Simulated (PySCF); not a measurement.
**CoF5: structure of the singlet**

Where does singlet CoF5 go from a trigonal bipyramidal start, is the end point a minimum, and what are its modes, charges and moments?

Computed with PySCF 2.14.0. Level: PBE0, basis Co def2-SVP, F def2-SVP, no relativity, density fitting.

## Step 1: The starting structure

6 atoms, charge 0, spin multiplicity 1.

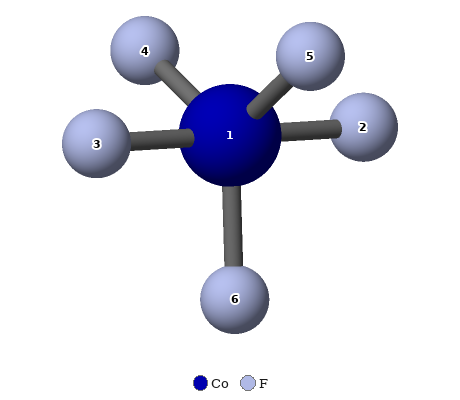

Start geometry, drawn with cobalt blue, fluorine light blue; atoms are numbered from 1 in the order of the file.

Coordinates in bohr (charge 0 multiplicity 1):
```
Co    0.0000    0.0000    0.0000
F     0.0000    0.0000    3.3070
F     0.0000    0.0000   -3.3070
F     3.3070    0.0000    0.0000
F    -1.6535    2.8639    0.0000
F    -1.6534   -2.8639    0.0000
```

## Step 2: Trigonal bipyramidal start, singlet: relaxation

One driver script runs all steps and calls PySCF; scf.py shows how it sets up the SCF of each step. The optimiser is the driver's own. Before each start the driver seeks the lowest SCF state from one or more starting densities and follows internal instabilities, so scf.py alone need not reach the same state.

The program finds D3h symmetry in the start, which this walk keeps. The walk stops when the largest gradient is under 0.0003 Eh/bohr and the energy has settled too.

Contents of scf.py:

```python
from pyscf import gto, scf, dft
mol = gto.M(atom='''
Co     0.000000     0.000000     0.000000
F      0.000000    -0.000000     1.750000
F     -0.000000     0.000000    -1.750000
F      1.749974     0.000022    -0.000000
F     -0.875006     1.515511     0.000000
F     -0.874968    -1.515533     0.000000''',
    basis={'Co': 'def2-SVP', 'F': 'def2-SVP'},
    charge=0, spin=0)
mf = dft.RKS(mol, xc='PBE0')
mf.grids.atom_grid = (50, 194)
aux = {'Co': 'def2-universal-JKFIT', 'F': 'def2-universal-JKFIT'}
mf = mf.density_fit(auxbasis=aux)
mf.kernel()
```

Steps of the walk:

```
step   energy (Eh)  change (kJ/mol)  largest symmetric gradient (Eh/bohr)
   0  -1880.489736             0.00                               0.04425
   1  -1880.502506           -33.53                               0.01360
   2  -1880.503361           -35.77                               0.00516
   3  -1880.503482           -36.09                               0.00039
   4  -1880.503482           -36.09                               0.00001
```

The walk took 7.9 s on 4 threads, shared host.

Geometry (Å) and forces (eV/Å) at some steps, with the part that breaks the symmetry left in:

```
step 0
Co   0.000   0.000   0.000  -0.029   0.000   0.000
F    0.000   0.000   1.750   0.000   0.000  -0.043
F    0.000   0.000  -1.750   0.000   0.000   0.043
F    1.750   0.000   0.000  -2.261   0.000   0.000
F   -0.875   1.516   0.000   1.145  -1.974   0.000
F   -0.875  -1.516   0.000   1.145   1.974   0.000
step 1
Co   0.000   0.000   0.000   0.006   0.000   0.000
F    0.000   0.000   1.751   0.001   0.000   0.040
F    0.000   0.000  -1.751   0.001   0.000  -0.040
F    1.675   0.000   0.000  -0.692   0.000   0.000
F   -0.838   1.451   0.000   0.342  -0.614   0.000
F   -0.838  -1.451   0.000   0.342   0.614   0.000
step 2
Co   0.000   0.000   0.000   0.017   0.000   0.000
F    0.000   0.000   1.754   0.001   0.000   0.023
F    0.000   0.000  -1.754   0.001   0.000  -0.023
F    1.642   0.000   0.000   0.272   0.000   0.000
F   -0.821   1.422   0.000  -0.146   0.218   0.000
F   -0.821  -1.422   0.000  -0.146  -0.218   0.000
step 4
Co   0.000   0.000   0.000   0.015   0.000   0.000
F    0.000   0.000   1.754   0.001   0.000   0.000
F    0.000   0.000  -1.754   0.001   0.000  -0.001
F    1.651   0.000   0.000   0.006   0.000   0.000
F   -0.825   1.429   0.000  -0.012  -0.011   0.000
F   -0.825  -1.430   0.000  -0.012   0.011   0.000
```

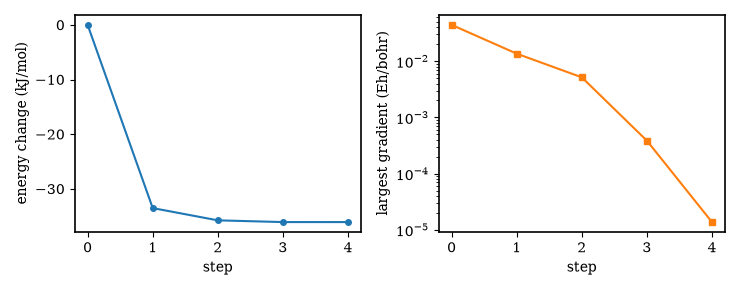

How energy and gradient fall.

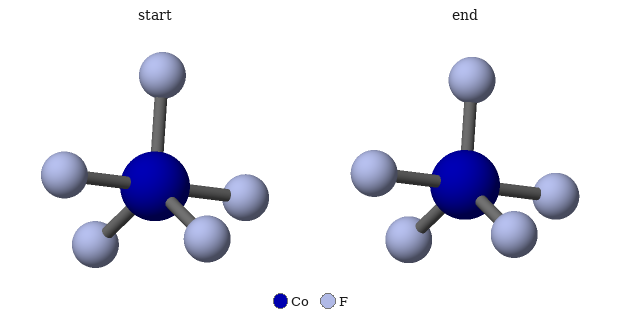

Start and end of the relaxation.

It settles in D3h symmetry, 36.1 kJ/mol below the start, after 4 steps: Co–F 1.651 Å (×3), Co–F 1.754 Å (×2); F–Co–F 90.0° (×6), F–Co–F 120.0° (×3), F–Co–F 180.0°.

## Step 3: Is it a minimum? Harmonic modes

On the finer grid the gradient is checked again; gradients at displacements of ±0.01 bohr then give force constants and infrared intensities.

Changes to scf.py since step 2:

```diff
@@ -3,6 +3,6 @@
-Co     0.000000     0.000000     0.000000
-F      0.000000    -0.000000     1.750000
-F     -0.000000     0.000000    -1.750000
-F      1.749974     0.000022    -0.000000
-F     -0.875006     1.515511     0.000000
-F     -0.874968    -1.515533     0.000000''',
+Co     0.000000     0.000000    -0.000000
+F      0.000000    -0.000000     1.754408
+F     -0.000000     0.000000    -1.754408
+F      1.650648     0.000021    -0.000000
+F     -0.825342     1.429493     0.000000
+F     -0.825306    -1.429514     0.000000''',
@@ -12 +12 @@
-mf.grids.atom_grid = (50, 194)
+mf.grids.atom_grid = (75, 302)
```

The driver hands on the density of the step before, so the log starts near convergence.

SCF at the final geometry:

```text
init E= -1880.50303001466
  HOMO = -0.405618287031892  LUMO = -0.313057083330042  gap/eV = 2.51872
cycle= 1 E= -1880.50303001362  delta_E= 1.04e-09  |g|= 7.84e-05  |ddm|= 6.84e-05
  HOMO = -0.40562307401991  LUMO = -0.313049592628629  gap/eV = 2.51905
cycle= 2 E= -1880.50302999967  delta_E= 1.39e-08  |g|= 0.000291  |ddm|= 0.000227
  HOMO = -0.405621201323303  LUMO = -0.313058196802259  gap/eV = 2.51877
cycle= 3 E= -1880.50303001345  delta_E= -1.38e-08  |g|= 9.54e-05  |ddm|= 0.000181
  HOMO = -0.405620233242344  LUMO = -0.313055441060547  gap/eV = 2.51882
cycle= 4 E= -1880.50303001479  delta_E= -1.35e-09  |g|= 4.52e-06  |ddm|= 4.25e-05
  HOMO = -0.405619888315734  LUMO = -0.313055479503462  gap/eV = 2.51881
cycle= 5 E= -1880.50303001478  delta_E= 1.23e-11  |g|= 7.96e-07  |ddm|= 3.78e-06
  HOMO = -0.405619856799768  LUMO = -0.3130553088082  gap/eV = 2.51881
Extra cycle  E= -1880.50303001478  delta_E= -1.36e-12  |g|= 2.8e-06  |ddm|= 2.82e-06
converged SCF energy = -1880.50303001478
```

The whole step took 26 s.

Geometry: D3h; Co–F 1.651 Å (×3), Co–F 1.754 Å (×2); F–Co–F 90.0° (×6), F–Co–F 120.0° (×3), F–Co–F 180.0°.

Harmonic modes (main isotopes):

```json
{"symmetry": "a2''", "ω (cm⁻¹)": "264i", "IR (km/mol)": "92.2", "type": "bend"}
{"symmetry": "e'", "ω (cm⁻¹)": "169", "IR (km/mol)": "6.3", "type": "bend"}
{"symmetry": "e''", "ω (cm⁻¹)": "267", "IR (km/mol)": "0.0", "type": "bend"}
{"symmetry": "e'", "ω (cm⁻¹)": "283", "IR (km/mol)": "12.0", "type": "bend"}
{"symmetry": "a1'", "ω (cm⁻¹)": "585", "IR (km/mol)": "0.0", "type": "stretch"}
{"symmetry": "a2''", "ω (cm⁻¹)": "659", "IR (km/mol)": "137", "type": "stretch"}
{"symmetry": "a1'", "ω (cm⁻¹)": "667", "IR (km/mol)": "0.0", "type": "stretch"}
{"symmetry": "e'", "ω (cm⁻¹)": "797", "IR (km/mol)": "106", "type": "stretch"}
```

1 mode is imaginary, the largest at 264i cm⁻¹: a saddle point, not a minimum.

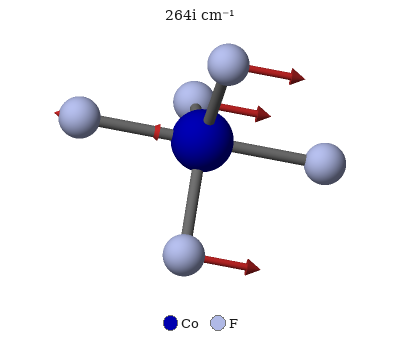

The imaginary mode, as arrows.

Properties at this point:

| Property | Result |
| --- | --- |
| Dipole moment | 0.00 D |
| Highest occupied level | -11.04 eV |
| Lowest empty level | -8.52 eV |
| Rotational constants | 0.1086, 0.08663, 0.08663 cm⁻¹ |
| Zero-point energy (real modes) | 29.6 kJ/mol |
| Principal polarisabilities | 31.2, 31.2, 49.6 bohr³ |
| Atomisation energy without zero-point energy | 1224 kJ/mol |
| Principal traceless quadrupole moments about the centre of mass | -7.77, 3.89, 3.89 D Å |

Populations by atom (charges in e):

```csv
atom,Mulliken,Löwdin,polar tensor,Mayer order to Co1
Co1,1.15,0.54,1.90,–
"F2,3",-0.32,-0.23,-0.41,0.82
"F4,5,6",-0.17,-0.03,-0.36,1.00
```

Outer orbital energies (eV). occupied: -13.98, -12.86, -12.86, -11.82, -11.75, -11.75, -11.04, -11.04; empty: -8.52, -8.52, -5.53, 0.70.

Mulliken populations on Co1: s 6.25, p 12.60, d 6.99, f 0.00.

## Step 4: Following the imaginary mode

The start is the last point, displaced along its most imaginary mode.

The program finds C3v symmetry in the start, which this walk keeps.

Changes to scf.py since step 3:

```diff
@@ -3,6 +3,6 @@
-Co     0.000000     0.000000    -0.000000
-F      0.000000    -0.000000     1.754408
-F     -0.000000     0.000000    -1.754408
-F      1.650648     0.000021    -0.000000
-F     -0.825342     1.429493     0.000000
-F     -0.825306    -1.429514     0.000000''',
+Co     0.000000     0.000000    -0.090328
+F     -0.000000    -0.000000     1.714507
+F      0.000000     0.000000    -1.794309
+F      1.650648     0.000021     0.120000
+F     -0.825342     1.429493     0.120000
+F     -0.825306    -1.429514     0.120000''',
@@ -12 +12 @@
-mf.grids.atom_grid = (75, 302)
+mf.grids.atom_grid = (50, 194)
```

The optimiser's trace:

```
step   energy (Eh)  change (kJ/mol)  largest symmetric gradient (Eh/bohr)
   0  -1880.502850             0.00                               0.02722
   1  -1880.503835            -2.58                               0.01293
   2  -1880.504193            -3.52                               0.00091
   3  -1880.504207            -3.56                               0.00041
   4  -1880.504209            -3.57                               0.00003
```

The walk took 9.2 s.

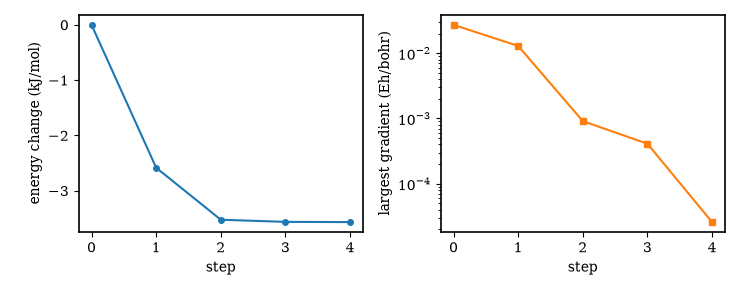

How energy and gradient fall.

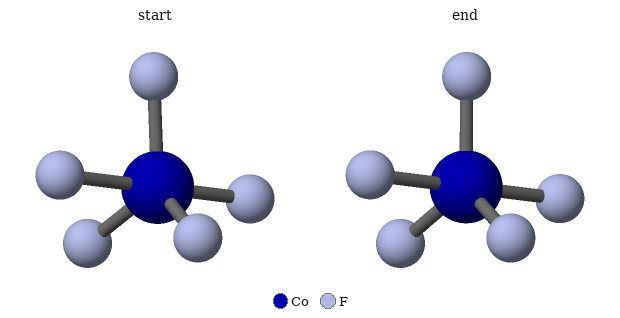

Start and end of the relaxation.

It settles in C3v symmetry, 3.6 kJ/mol below the start, after 4 steps: Co–F 1.657 Å (×3), Co–F 1.730 Å, Co–F 1.773 Å; F–Co–F 85.7° (×3), F–Co–F 94.3° (×3), F–Co–F 119.4° (×3), F–Co–F 180.0°.

## Step 5: Vibrations and properties at this point

The same treatment as at the point before.

Changes to scf.py since step 4:

```diff
@@ -3,6 +3,6 @@
-Co     0.000000     0.000000    -0.090328
-F     -0.000000    -0.000000     1.714507
-F      0.000000     0.000000    -1.794309
-F      1.650648     0.000021     0.120000
-F     -0.825342     1.429493     0.120000
-F     -0.825306    -1.429514     0.120000''',
+Co     0.000000     0.000000    -0.057735
+F     -0.000000    -0.000000     1.716892
+F      0.000000     0.000000    -1.786373
+F      1.652259     0.000021     0.078686
+F     -0.826148     1.430888     0.078686
+F     -0.826111    -1.430909     0.078686''',
@@ -12 +12 @@
-mf.grids.atom_grid = (50, 194)
+mf.grids.atom_grid = (75, 302)
```

SCF at the final geometry:

```text
init E= -1880.50409118875
  HOMO = -0.401084482035016  LUMO = -0.309776348913635  gap/eV = 2.48462
cycle= 1 E= -1880.50409118198  delta_E= 6.76e-09  |g|= 0.000221  |ddm|= 0.000111
  HOMO = -0.401060520770632  LUMO = -0.309728559214753  gap/eV = 2.48527
cycle= 2 E= -1880.50409094843  delta_E= 2.34e-07  |g|= 0.00129  |ddm|= 0.000609
  HOMO = -0.401068194323288  LUMO = -0.30977298880248  gap/eV = 2.48427
cycle= 3 E= -1880.5040911879  delta_E= -2.39e-07  |g|= 8.06e-05  |ddm|= 0.000536
  HOMO = -0.401077394472003  LUMO = -0.309770338469585  gap/eV = 2.48459
cycle= 4 E= -1880.50409118906  delta_E= -1.17e-09  |g|= 7.82e-06  |ddm|= 5.7e-05
  HOMO = -0.40107715948072  LUMO = -0.309770288293287  gap/eV = 2.48459
cycle= 5 E= -1880.50409118906  delta_E= 7.73e-12  |g|= 4.7e-07  |ddm|= 6.15e-06
  HOMO = -0.401077277465724  LUMO = -0.309770219378239  gap/eV = 2.48459
Extra cycle  E= -1880.50409118906  delta_E= -4.55e-12  |g|= 1.32e-06  |ddm|= 2.22e-06
converged SCF energy = -1880.50409118906
```

The whole step took 43 s.

Geometry: C3v; Co–F 1.658 Å (×3), Co–F 1.729 Å, Co–F 1.775 Å; F–Co–F 85.3° (×3), F–Co–F 94.7° (×3), F–Co–F 119.3° (×3), F–Co–F 180.0°.

Harmonic modes (main isotopes):

```json
{"symmetry": "e", "ω (cm⁻¹)": "133", "IR (km/mol)": "0.1", "type": "bend"}
{"symmetry": "e", "ω (cm⁻¹)": "248", "IR (km/mol)": "11.7", "type": "bend"}
{"symmetry": "a1", "ω (cm⁻¹)": "270", "IR (km/mol)": "7.5", "type": "bend"}
{"symmetry": "e", "ω (cm⁻¹)": "345", "IR (km/mol)": "5.4", "type": "bend"}
{"symmetry": "a1", "ω (cm⁻¹)": "569", "IR (km/mol)": "0.8", "type": "stretch"}
{"symmetry": "a1", "ω (cm⁻¹)": "658", "IR (km/mol)": "5.1", "type": "stretch"}
{"symmetry": "a1", "ω (cm⁻¹)": "698", "IR (km/mol)": "114", "type": "stretch"}
{"symmetry": "e", "ω (cm⁻¹)": "791", "IR (km/mol)": "111", "type": "stretch"}
```

Every mode is real; the point is a minimum.

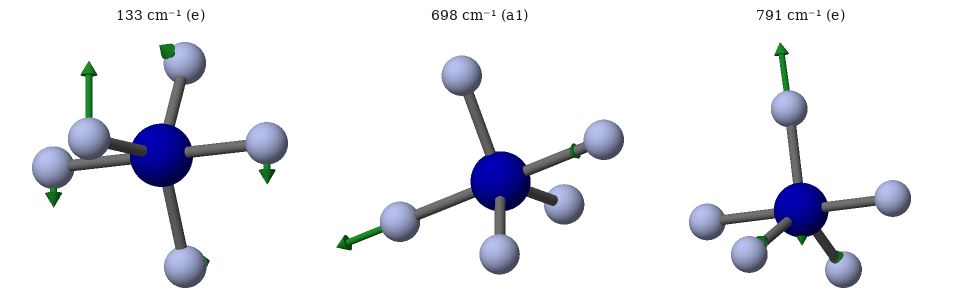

How the atoms move in 3 of the modes.

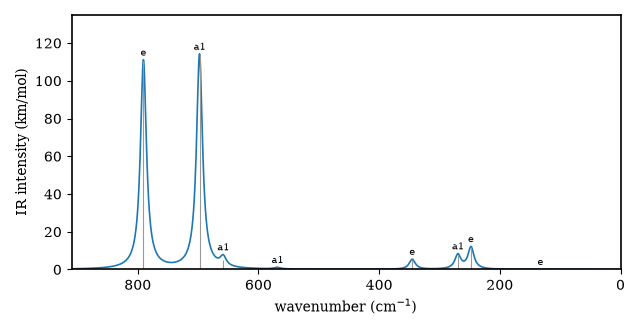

The harmonic infrared spectrum (widths in cm⁻¹). Lines are broadened to a width of 12 cm⁻¹ (Lorentzian).

Constants and moments:

- Dipole moment: 0.76 D
- Highest occupied level: -10.91 eV
- Lowest empty level: -8.43 eV
- Rotational constants: 0.1083, 0.08646, 0.08646 cm⁻¹
- Zero-point energy: 31.3 kJ/mol
- Principal polarisabilities: 31.3, 31.3, 43.0 bohr³
- Atomisation energy without zero-point energy: 1227 kJ/mol
- Principal traceless quadrupole moments about the centre of mass: -7.11, 3.56, 3.56 D Å
- Entropy at 298.15 K and 1 bar: 338.2 J/(mol K)
- Heat capacity Cp at 298.15 K: 102.1 J/(mol K)
- Enthalpy at 298.15 K above 0 K: 20.69 kJ/mol
- Rotational symmetry number: 3

Charges (e) and bond orders:

| atom | Mulliken | Löwdin | polar tensor | Mayer order to Co1 |
| --- | --- | --- | --- | --- |
| Co1 | 1.15 | 0.56 | 1.59 | – |
| F2 | -0.32 | -0.24 | -0.31 | 0.79 |
| F3 | -0.30 | -0.20 | -0.48 | 0.84 |
| F4,5,6 | -0.18 | -0.04 | -0.27 | 1.01 |

Outer orbital energies (eV). occupied: -13.85, -12.91, -12.91, -12.04, -12.04, -11.83, -10.91, -10.91; empty: -8.43, -8.43, -5.77, 0.67.

Mulliken populations on Co1: s 6.26, p 12.60, d 6.99, f 0.00.

## Step 6: Stability of the closed shell

At the lowest minimum the closed shell is tested against spin polarisation, on the (50, 194) grid. It is unstable: an open-shell solution lies lower. That solution was not followed to a minimum here.

## Step 7: All stationary points

| spin | group | bonds | imaginary modes (cm⁻¹) | ΔE (kJ/mol) | with zero-point energy |
| --- | --- | --- | --- | --- | --- |
| singlet | C3v | Co–F 1.658 Å (×3), Co–F 1.729 Å, Co–F 1.775 Å | none | 0.0 | 0.0 |
| singlet | D3h | Co–F 1.651 Å (×3), Co–F 1.754 Å (×2) | 264i | 2.8 | – |

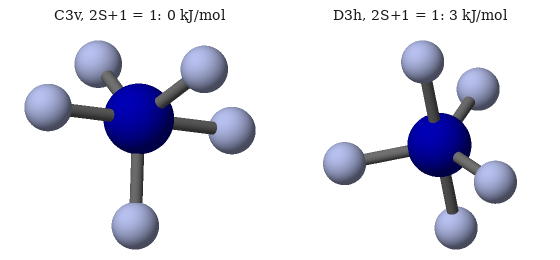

The points, lowest first (cobalt blue, fluorine light blue).

## Step 8: Outcome

```
                            quantity                                                                                                                   value
                             minimum                                                         singlet, C3v (closed shell, unstable towards spin polarisation)
                            geometry  Co–F 1.658 Å (×3), Co–F 1.729 Å, Co–F 1.775 Å; F–Co–F 85.3° (×3), F–Co–F 94.7° (×3), F–Co–F 119.3° (×3), F–Co–F 180.0°
                  wavenumbers (cm⁻¹)                                              133 (e), 248 (e), 270 (a1), 345 (e), 569 (a1), 658 (a1), 698 (a1), 791 (e)
                       dipole moment                                                                                                                  0.76 D
highest occupied, lowest empty level                                                                                                        -10.91, -8.43 eV
          polar-tensor charge of Co1                                                                                                                 +1.59 e
                   zero-point energy                                                                                                             31.3 kJ/mol
```

The trigonal bipyramidal start (D3h) ends in a minimum of C3v symmetry, after a stop at a saddle point 2.8 kJ/mol higher, from which it was pushed off along an imaginary mode. In the infrared the band at 698 cm⁻¹ (a1, stretch) leads. Only this shape and spin were tried, so other structures or states may lie lower. A stability analysis at the minimum finds the closed shell unstable towards spin polarisation: an open-shell solution lies lower, and these values are not those of the lowest state.

The search up to here took 1.7 min on 4 threads, shared host.
